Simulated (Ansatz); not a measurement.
Reaction (SMILES): [H]/[C]=C\Cl → 2 C atom + Cl atom + 2 H atom
B3LYP-D3(BJ)/def2-TZVP geometries, fixed; electronic energies without zero-point terms.
Largest species:
```xyz
5

C      1.7016    -0.2584     0.0228
C      0.6654     0.5164     0.0131
Cl    -0.9934    -0.1090    -0.0151
H      1.9960    -1.2918     0.0201
H      0.6906     1.5972     0.0208
```
Charge 0, spin multiplicity 2.

Basis-set convergence of the atomisation energy at PBE with Ansatz (a first-principles code). Cartesian d functions, on some or all atoms, in 6-31G*; all else is spherical. The program fits the integrals of some runs and decomposes those of others, by size. Open shells are unrestricted. No added dispersion term, no relativity. Functions are those of the species that has most. Reference: the value in aug-pcseg-3, 443.00 kcal/mol, itself unsure by roughly 0.20 kcal/mol (its mean distance from aug-cc-pV(Q+d)Z, cc-pV(5+d)Z, def2-QZVPPD). Deviations are taken from unrounded values.

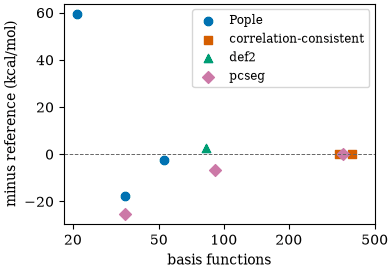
Figure: Deviation from the reference against the number of basis functions, by family of sets.

```csv
basis,functions,atomisation energy (kcal/mol),minus reference (kcal/mol)
STO-3G,21,502.63,59.63
6-31G,35,425.28,-17.72
pcseg-0,35,417.55,-25.45
6-31G*,53,440.63,-2.37
def2-SVPD,83,445.76,2.76
aug-pcseg-1,91,436.17,-6.82
aug-cc-pV(Q+d)Z,341,443.18,0.18
aug-pcseg-3,357,443.00,0.00
cc-pV(5+d)Z,392,443.13,0.13
```
